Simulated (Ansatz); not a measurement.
# BaMgHN (built on the sites of a database entry of Ba2HN): relaxing the cell for a phonon run

Aim: bring BaMgHN (built on the sites of a database entry of Ba2HN) to small forces and stress, as phonons need.

Program: Ansatz 0.2.0. Level of theory: DFT LDA, scalar-relativistic, plane waves, PAW. Results are calculated unless marked as measured.

The structure was built from a prototype and need not be the compound's stable phase.

## 1. Set-up

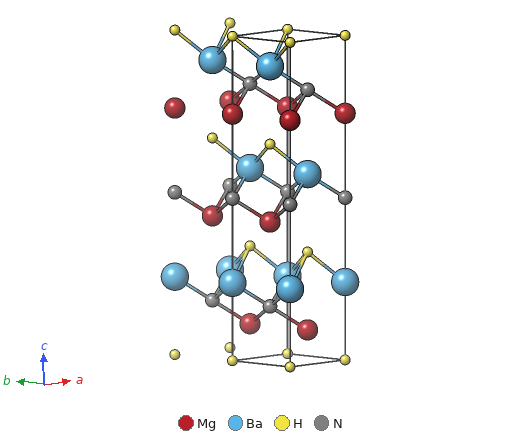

The cell as given, from a free direction (magnesium red, barium blue, hydrogen yellow, nitrogen grey). 1×2×1 cells are drawn. This picture shows the conventional cell, with its axes. Bonds to atoms that aren't drawn are left out. Some periodic images of atoms are drawn too.

As a file:

```cif
data_structure
_symmetry_space_group_name_H-M 'P 1'
_symmetry_Int_Tables_number 1
_cell_length_a 6.4270
_cell_length_b 6.4270
_cell_length_c 6.4270
_cell_angle_alpha 32.398
_cell_angle_beta 32.398
_cell_angle_gamma 32.398
_cell_volume 67.76
loop_
_atom_site_label
_atom_site_type_symbol
_atom_site_fract_x
_atom_site_fract_y
_atom_site_fract_z
_atom_site_occupancy
Mg1 Mg 0.24004 0.24004 0.24004 1
Ba2 Ba 0.75996 0.75996 0.75996 1
H3 H 0.00000 0.00000 0.00000 1
N4 N 0.50000 0.50000 0.50000 1
```

## 2. A coarse first look

First a cheap look: the gap decides the mesh and the occupations, the pressure tells how far the cell has to move.

Contents of input.yaml:

```yaml
crystal:
  lattice:
    - [1.79299, 1.03519, 6.08442]
    - [-1.79299, 1.03519, 6.08442]
    - [0.0, -2.07037, 6.08442]
  atoms:
    - { symbol: Mg, position: [0.24004, 0.24004, 0.24004] }
    - { symbol: Ba, position: [0.75996, 0.75996, 0.75996] }
    - { symbol: H, position: [0.0, 0.0, 0.0] }
    - { symbol: "N", position: [0.5, 0.5, 0.5] }
kpoints:
  mp_grid: { grid: [6, 6, 6] }
hamiltonian:
  xc: lda
scf:
  occupations: { method: gaussian, width: 0.1 }
output:
  forces: true
  stress: true
  eigenvalues: true
```

Started as:

```bash
$ ansatz run input.yaml --threads 4 --pin off --max-ram 7168MiB --backend cpu --events-out ev --progress --plain --runs-dir out
```

Numbers of over 12 decimals in the logs are rounded to 6 here.

What it wrote:

```text
[...]
P = ⅓ Tr σ = -1.0691 GPa (-10.691 kbar)
--- Band table (eV; the first three rows and the last of 32) ---
  k-point 0: bands = [... 9 lower, 3.2737, 5.2206, 6.6116, 6.6116, 10.5843, 11.2926, 12.6929, 12.6929]
  k-point 1: bands = [... 9 lower, 3.2323, 5.5888, 6.7104, 6.7319, 9.8889, 11.3585, 12.1988, 12.8224]
  k-point 2: bands = [... 9 lower, 3.7156, 5.5705, 6.6452, 6.7684, 9.0051, 10.8731, 11.8997, 13.5757]
  k-point 31: bands = [... 9 lower, 2.9570, 5.8492, 6.6242, 6.6242, 8.7365, 12.2224, 12.6601, 12.6601]
[key lines of the parts left out:]
SCF converged after 7 iterations
Free energy (F): -8071.768368 eV
Fermi energy:    7.683006 eV
```

Run time: 1.3 s. Hardware: 4 threads of Arm Neoverse V1, shared host; peak memory 0.36 GiB.

This step gave:

```
pressure           : -1.069 GPa
gap on the k-mesh  : 1.055 eV
volume per atom    : 16.94 Å³
direct gap on mesh : 1.457 eV
```

The coarse mesh shows a gap of 1.05 eV and a pressure of -1.1 GPa.

## 3. Rough relaxation

The start is far from rest, so a relaxation with loose tolerances brings it close first.

Changes to input.yaml since step 2:

```diff
@@ -20 +20,6 @@
   eigenvalues: true
+relax:
+  adjacent_minimum: "off"
+  f_tol: 0.05
+  max_steps: 80
+  cell: { stress_tol: 0.5 }
```

What it wrote:

```text
[...]
Crystal: 4 atoms, lattice volume = 67.759 Å³
Basis set: ecut = 420 eV, 1299 PW (Γ), FFT grids on a1−a3, a2−a3, a3
Bands: 17, of which v1, the nominal top of the filled ones, is band 13 counted from 1 (12 counted from 0)
Symmetry: 6 space group operations
[...]
k-points: 32 of 216 (time reversal used)
[...]
cell:  # Å, volume = 62.8571 Å³
    - [1.740448, 1.004850, 5.990205]
    - [-1.740448, 1.004850, 5.990205]
    - [0, -2.009695, 5.990206]
  atoms:
    - { symbol: Mg, position: [0.236663, 0.236663, 0.236663] }
    - { symbol: Ba, position: [0.763050, 0.763050, 0.763050] }
    - { symbol: H, position: [-0.017180, -0.017180, -0.017180] }
    - { symbol: N, position: [0.517468, 0.517468, 0.517468] }
[key lines of the parts left out:]
SCF converged after 6 iterations
Free energy (F): -8072.498803 eV
Fermi energy:    8.454118 eV
P = ⅓ Tr σ = -0.1652 GPa (-1.652 kbar)
```

Elapsed: 11 s, on 4 threads; peak memory 0.39 GiB.

Relaxation path:

```tsv
step	energy less that of the first step (eV)	largest force component (eV/Å)	pressure (GPa)	volume (Å³)
1	0.0000	2.7200	-1.07	67.76
2	-0.5772	1.0014	-2.66	67.66
3	-0.6266	0.7423	-2.43	67.12
4	-0.7205	0.3610	-0.29	62.91
5	-0.7328	0.0985	0.27	62.79
6	-0.7349	0.0363	-0.05	62.86
7*	-0.7304	0.0362	-0.17	62.86
```

Relaxation steps marked * repeat the geometry before them on a plane-wave basis chosen anew for their cell, so energy and pressure can jump there.

Forces are held to the 6 operations that the run works with; a distortion that breaks them can't arise in this run.

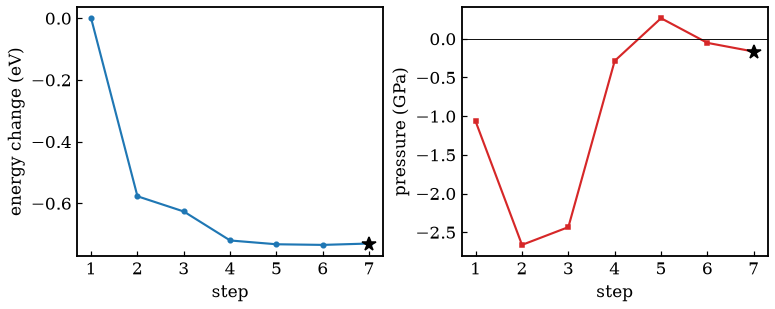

Energy and pressure along the relaxation. Stars mark steps on a basis chosen anew.

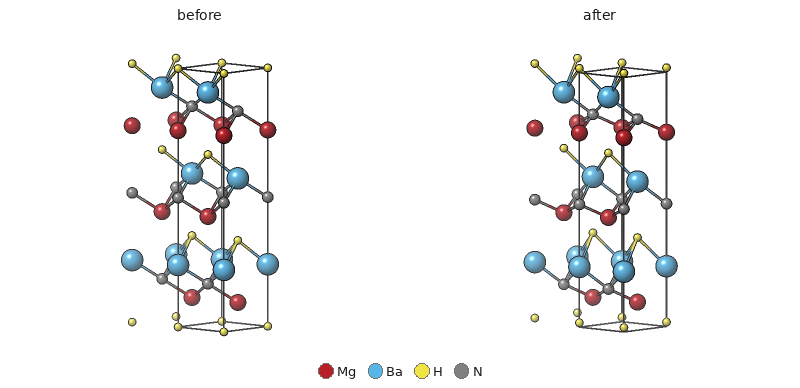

The structure before and after the relaxation, drawn at the same scale. Bonds to atoms that aren't drawn are left out.

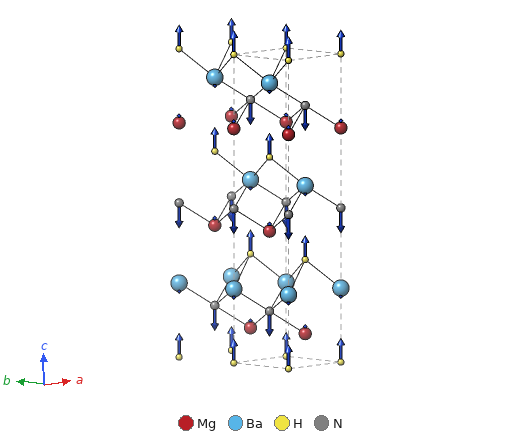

Displacements in the relaxation, exaggerated, measured against the changing cell; the longest in the cell stands for 0.31 Å. Bonds to atoms that aren't drawn are left out. 1×2×1 conventional cells are drawn. Some periodic images of atoms are drawn too.

```tsv
conventional cell, symmetrised	before	after	change
a (Å)	3.586	3.481	-2.9 %
b (Å)	3.586	3.481	-2.9 %
c (Å)	18.253	17.971	-1.5 %
volume (Å³/atom)	16.94	15.71	-7.2 %
```

The atoms that moved most (Å, as changes of fractional coordinates times the final cell):

```tsv
atom	dx	dy	dz	length
N4	0.000	0.000	0.314	0.314
H3	0.000	0.000	-0.309	0.309
Mg1	0.000	0.000	-0.061	0.061
Ba2	0.000	0.000	0.056	0.056
```

The relaxed structure:

```xyz
4
Lattice="1.7404 1.0048 5.9902 -1.7404 1.0048 5.9902 0.0000 -2.0097 5.9902" Properties=species:S:1:pos:R:3 pbc="T T T"
Mg    0.0000    0.0000    4.2530
Ba    0.0000    0.0000   13.7125
H     0.0000    0.0000   -0.3087
N     0.0000    0.0000    9.2992
```

This step gave:

* pressure: -0.1652 GPa
* gap on the k-mesh: 1.208 eV
* volume per atom: 15.71 Å³
* direct gap on mesh: 1.733 eV

In this step the volume went from 16.94 to 15.71 Å³/atom.

## 4. Bringing the structure to rest

The cell and atoms are relaxed, since residual forces and stress would shift the frequencies.

Contents of input.yaml:

```yaml
crystal:
  lattice:
    - [1.7404480025, 1.0048497636, 5.9902049802]
    - [-1.7404480025, 1.0048497636, 5.9902049802]
    - [0.0, -2.0096946046, 5.990205806]
  atoms:
    - { symbol: Mg, position: [0.2366628137, 0.2366628137, 0.2366628137] }
    - { symbol: Ba, position: [0.7630500683, 0.7630500683, 0.7630500683] }
    - { symbol: H, position: [-0.0171804804, -0.0171804804, -0.0171804804] }
    - { symbol: "N", position: [0.5174675984, 0.5174675984, 0.5174675984] }
kpoints:
  mp_grid: { grid: [9, 9, 9] }
hamiltonian:
  xc: lda
scf:
  occupations: { method: gaussian, width: 0.02 }
output:
  forces: true
  stress: true
  eigenvalues: true
relax:
  adjacent_minimum: "off"
  f_tol: 0.005
  max_steps: 80
  cell: { stress_tol: 0.05 }
```

What it wrote:

```text
[...]
Crystal: 4 atoms, lattice volume = 62.857 Å³
Basis set: ecut = 420 eV, 1239 PW (Γ), FFT grids on a1−a3, a2−a3, a3
Bands: 17, of which v1, the nominal top of the filled ones, is band 13 counted from 1 (12 counted from 0)
[... 1 set-up line as in the run before ...]
[...]
k-points: 85 of 729 (time reversal used)
[...]
SCF iter   1: F=—  HF=-8072.521144 eV  |F-HF|=—  |Δ(HF+E_count)|=         —  Δρ=9.92e-3  dr2=6.41e-2  ethr=1.77e-3  ⟨swp⟩=8.5  Hψ=9512  notcnv=0
[...]
SCF iter   7: F=-8072.501172 eV  HF=-8072.501172 eV  |F-HF|=2.12e-9  |Δ(HF+E_count)|=   1.58e-8  Δρ=3.99e-6  dr2=5.90e-9  ethr=3.85e-10  ⟨swp⟩=5.7  Hψ=6682  notcnv=0
SCF 1 converged in 7 iterations: F = -8072.501172 eV  dr2 = 5.90e-9
[...]
relax step   1: F+E_penalty+E_count = -8072.50117152 eV  Δ(F+E_penalty+E_count) = +0.000e0 eV  max|allowed force component| = 2.648e-2 eV/Å  Δτ_max = 0.0000 Å  P = -0.189 GPa  Ω = 62.857 Å³  (7 SCF iters, dr2 threshold 1.00e-7 eV, accepted)
Crystal: 4 atoms, lattice volume = 62.872 Å³
[...]
SCF iter   6: F=-8072.501329 eV  HF=-8072.501329 eV  |F-HF|=8.31e-10  |Δ(HF+E_count)|=   6.41e-9  Δρ=3.40e-6  dr2=3.80e-9  ethr=4.52e-10  ⟨swp⟩=3.5  Hψ=5499  notcnv=0
SCF 2 converged in 6 iterations: F = -8072.501329 eV  dr2 = 3.80e-9
relax step   2: F+E_penalty+E_count = -8072.50132881 eV  Δ(F+E_penalty+E_count) = -1.573e-4 eV  max|allowed force component| = 5.031e-2 eV/Å  Δτ_max = 0.0127 Å  P = -0.066 GPa  Ω = 62.872 Å³  energy of the carried Pulay correction = -1.895e-5 eV  (6 SCF iters, dr2 threshold 2.26e-7 eV, accepted)
Crystal: 4 atoms, lattice volume = 62.612 Å³
[...]
SCF iter   6: F=-8072.501636 eV  HF=-8072.501636 eV  |F-HF|=4.82e-10  |Δ(HF+E_count)|=   1.61e-8  Δρ=1.91e-6  dr2=1.02e-9  ethr=2.64e-10  ⟨swp⟩=3.4  Hψ=5630  notcnv=0
SCF 3 converged in 6 iterations: F = -8072.501636 eV  dr2 = 1.02e-9
relax step   3: F+E_penalty+E_count = -8072.50163591 eV  Δ(F+E_penalty+E_count) = -3.071e-4 eV  max|allowed force component| = 5.231e-2 eV/Å  Δτ_max = 0.0087 Å  P = -0.057 GPa  Ω = 62.612 Å³  energy of the carried Pulay correction = +3.233e-4 eV  (6 SCF iters, dr2 threshold 1.58e-7 eV, rejected (line search))
[...]
relax step   4: F+E_penalty+E_count = -8072.50170332 eV  Δ(F+E_penalty+E_count) = -3.745e-4 eV  max|allowed force component| = 9.273e-3 eV/Å  Δτ_max = 0.0043 Å  P = -0.050 GPa  Ω = 62.765 Å³  energy of the carried Pulay correction = +1.207e-4 eV  (7 SCF iters, accepted)
[...]
relax step   5: F+E_penalty+E_count = -8072.50184123 eV  Δ(F+E_penalty+E_count) = -1.379e-4 eV  max|allowed force component| = 9.488e-3 eV/Å  Δτ_max = 0.0012 Å  P = +0.029 GPa  Ω = 62.670 Å³  energy of the carried Pulay correction = +2.466e-4 eV  (6 SCF iters, dr2 threshold 9.51e-9 eV, accepted)
[...]
relax step   6: F+E_penalty+E_count = -8072.50181867 eV  Δ(F+E_penalty+E_count) = +2.255e-5 eV  max|allowed force component| = 3.925e-3 eV/Å  Δτ_max = 0.0016 Å  P = +0.001 GPa  Ω = 62.697 Å³  energy of the carried Pulay correction = +2.115e-4 eV  (6 SCF iters, dr2 threshold 1.38e-8 eV, accepted)
[...]
SCF iter   1: F=—  HF=-8072.501627 eV  |F-HF|=—  |Δ(HF+E_count)|=         —  Δρ=2.16e-5  dr2=2.13e-8  ethr=2.47e-6  ⟨swp⟩=2.1  Hψ=12724  notcnv=0
eigensolver tolerance schedule: the retry pair's looser diagonalisation over-reported the residual by 30182.38 of it (diagonalisation noise at an unbounded share of the residual, at the tolerance the schedule requests for it); recorded, not acted on — ethr = c·dr2/N_el stays at c = 1.0e-1
[...]
SCF iter   2: F=—  HF=-8072.501628 eV  |F-HF|=—  |Δ(HF+E_count)|=   7.05e-7  Δρ=1.13e-5  dr2=8.90e-9  ethr=8.18e-11  ⟨swp⟩=3.6  Hψ=3769  notcnv=0
[...]
SCF iter   6: F=-8072.501628 eV  HF=-8072.501628 eV  |F-HF|=1.91e-11  |Δ(HF+E_count)|=  2.55e-11  Δρ=2.00e-7  dr2=1.03e-11  ethr=1.00e-12  ⟨swp⟩=5.0  Hψ=5192  notcnv=0
SCF 7 converged in 6 iterations: F = -8072.501628 eV  dr2 = 1.03e-11
relax step   7: F+E_penalty+E_count = -8072.50162823 eV  Δ(F+E_penalty+E_count) = +1.904e-4 eV  max|allowed force component| = 3.940e-3 eV/Å  Δτ_max = 0.0000 Å  P = -0.004 GPa  Ω = 62.697 Å³  stress off target by 8.71e-3 GPa  SCF on the basis re-selected at this cell (its energy is not comparable with the rows above)  (6 SCF iters)
[...]
SCF converged after 6 iterations
Free energy (F): -8072.501628 eV
[...]
Internal energy: -8072.501628 eV  (E = F + TS)
E sigma→0 (E₀):  -8072.501628 eV
Fermi energy:    8.572218 eV
[...]
--- Forces (eV/Å), atoms counted from 1 ---
  atom   1  Mg    -0.00000000    -0.00000000    -0.00255827
  atom   2  Ba    -0.00000000    -0.00000000    -0.00171824
  atom   3  H     -0.00000000     0.00000000     0.00033569
  atom   4  N      0.00000000     0.00000000     0.00394025
  max |Σ_I F_I| component: 5.60e-7 eV/Å
--- Stress (GPa, compression-positive) ---
       -0.008705       0.000000      -0.000000
        0.000000      -0.008705       0.000000
       -0.000000       0.000000       0.006032
  P = ⅓ Tr σ = -0.0038 GPa (-0.038 kbar)
--- Band table (eV; the first three rows and the last of 85) ---
  k-point 0: bands = [... 9 lower, 4.2843, 6.5673, 7.5501, 7.5501, 11.0031, 12.8478, 12.8478, 13.4767]
  k-point 1: bands = [... 9 lower, 4.2278, 6.8317, 7.4926, 7.5576, 11.0429, 12.1028, 13.0408, 13.4297]
  k-point 2: bands = [... 9 lower, 4.2234, 6.8022, 7.5266, 7.6602, 10.5631, 11.8199, 13.2288, 13.6871]
  k-point 84: bands = [... 9 lower, 3.9505, 6.9376, 7.5739, 7.7384, 10.3925, 11.8927, 12.8471, 13.0341]
--- Relaxed structure (6 steps of the walk, 5 accepted, 1 SCFs on fresh bases) ---
[...]
cell:  # Å, volume = 62.6967 Å³
    - [1.736495, 1.002568, 6.002148]
    - [-1.736495, 1.002568, 6.002148]
    - [0, -2.005130, 6.002149]
  atoms:
    - { symbol: Mg, position: [0.236755, 0.236755, 0.236755] }
    - { symbol: Ba, position: [0.763351, 0.763351, 0.763351] }
    - { symbol: H, position: [-0.017684, -0.017684, -0.017684] }
    - { symbol: N, position: [0.517578, 0.517578, 0.517578] }
```

Wall time 21 s (4 threads); peak memory 0.47 GiB; 81 s of CPU time.

Relaxation path:

```tsv
step	energy less that of the first step (eV)	largest force component (eV/Å)	pressure (GPa)	volume (Å³)
1	0.0000	0.0265	-0.19	62.86
2	-0.0002	0.0503	-0.07	62.87
3	-0.0005	0.0523	-0.06	62.61
4	-0.0005	0.0093	-0.05	62.77
5	-0.0007	0.0095	0.03	62.67
6	-0.0006	0.0039	0.00	62.70
7*	-0.0005	0.0039	0.00	62.70
```

Relaxation steps marked * repeat the geometry before them on a plane-wave basis chosen anew for their cell, so energy and pressure can jump there. Relaxation step 3 was tried and not accepted.

Forces are held to the 6 operations that the run works with; a distortion that breaks them can't arise in this run.

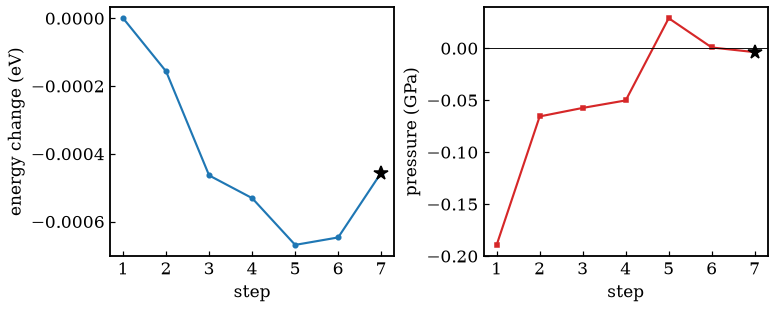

Energy and pressure along the relaxation. Stars mark steps on a basis chosen anew.

```tsv
conventional cell, symmetrised	before	after	change
a (Å)	3.481	3.473	-0.2 %
b (Å)	3.481	3.473	-0.2 %
c (Å)	17.971	18.006	+0.2 %
volume (Å³/atom)	15.71	15.67	-0.3 %
```

Final coordinates:

```xyz
4
Lattice="1.7365 1.0026 6.0021 -1.7365 1.0026 6.0021 0.0000 -2.0051 6.0021" Properties=species:S:1:pos:R:3 pbc="T T T"
Mg    0.0000    0.0000    4.2631
Ba    0.0000    0.0000   13.7452
H     0.0000    0.0000   -0.3184
N     0.0000    0.0000    9.3197
```

This step gave:

| Item | Value |
| --- | --- |
| pressure | -0.003793 GPa |
| gap on the k-mesh | 1.220 eV |
| volume per atom | 15.67 Å³ |
| direct gap on mesh | 1.783 eV |

In this step the volume went from 15.71 to 15.67 Å³/atom.

## 5. Tight relaxation

Phonons need a cell at rest on their own settings, so the relaxation is repeated with tight tolerances on forces and stress, using the mesh and the filling of the phonon run that follows.

Contents of input.yaml:

```yaml
crystal:
  lattice:
    - [1.7364951877, 1.0025676082, 6.002148301]
    - [-1.7364951877, 1.0025676082, 6.002148301]
    - [0.0, -2.0051302839, 6.0021491249]
  atoms:
    - { symbol: Mg, position: [0.2367547312, 0.2367547312, 0.2367547312] }
    - { symbol: Ba, position: [0.763350657, 0.763350657, 0.763350657] }
    - { symbol: H, position: [-0.0176835673, -0.0176835673, -0.0176835673] }
    - { symbol: "N", position: [0.5175781792, 0.5175781792, 0.5175781792] }
kpoints:
  mp_grid: { grid: [9, 9, 9] }
hamiltonian:
  xc: lda
scf:
  occupations: { method: fixed }
output:
  forces: true
  stress: true
  eigenvalues: true
relax:
  adjacent_minimum: "off"
  f_tol: 0.001
  max_steps: 60
  cell: { stress_tol: 0.01 }
```

What it wrote:

```text
[...]
Crystal: 4 atoms, lattice volume = 62.697 Å³
Basis set: ecut = 420 eV, 1239 PW (Γ), FFT grids on a1−a3, a2−a3, a3
Bands: 17, of which v1, the nominal top of the filled ones, is band 13 counted from 1 (12 counted from 0)
[... 1 set-up line as in the run before ...]
[...]
k-points: 85 of 729 (time reversal used)
[...]
--- Relaxed structure (4 steps of the walk, 4 accepted, 1 SCFs on fresh bases) ---
[...]
cell:  # Å, volume = 62.6938 Å³
    - [1.736418, 1.002523, 6.002407]
    - [-1.736418, 1.002523, 6.002407]
    - [0, -2.005041, 6.002408]
  atoms:
    - { symbol: Mg, position: [0.236732, 0.236732, 0.236732] }
    - { symbol: Ba, position: [0.763336, 0.763336, 0.763336] }
    - { symbol: H, position: [-0.017659, -0.017659, -0.017659] }
    - { symbol: N, position: [0.517591, 0.517591, 0.517591] }
[key lines of the parts left out:]
SCF converged after 9 iterations
Free energy (F): -8072.501627 eV
Fermi energy:    7.962383 eV
P = ⅓ Tr σ = -0.0002 GPa (-0.002 kbar)
```

Wall time 15 s (4 threads); peak memory 0.46 GiB.

Little changed from the start: no atom moved by 0.005 Å and no cell edge by 0.1 %.

Numbers from this step:

```
pressure           : -1.78e-4 GPa
gap on the k-mesh  : 1.219 eV
direct gap on mesh : 1.781 eV
```

The largest force component left is 0.24 meV/Å and the pressure is 0.000 GPa, within the tolerances set. The cell now holds 15.67 Å³/atom.

## 6. Summary of results

| Item | Value |
| --- | --- |
| space group after relaxation (within 0.01 Å) | R3m |
| lattice constant a | 3.473 Å |
| lattice constant b | 3.473 Å |
| lattice constant c | 18.007 Å |
| volume per atom | 15.7 Å³ |
| gap on the k-mesh | 1.22 eV |

What this shows: The largest force component left is 0.24 meV/Å and the pressure is 0.000 GPa, within the tolerances set. The cell now holds 15.67 Å³/atom. The relaxation keeps the symmetry of its start, so it says nothing on stability against lower symmetry. Spin-orbit coupling is left out, which can matter for the heavy elements here. The starting cell was built on a prototype and not taken from a measurement, so the phase need not exist.

[Logs are printed without paths, hosts, clocks, repeated set-up lines and the standing remarks that a program may print on its own settings, such as how far it seeks lower states.]

[Hosts, paths, dates, database ids (printed as entryN), source tags and the programs' standing remarks are cut or masked in the printed files.]
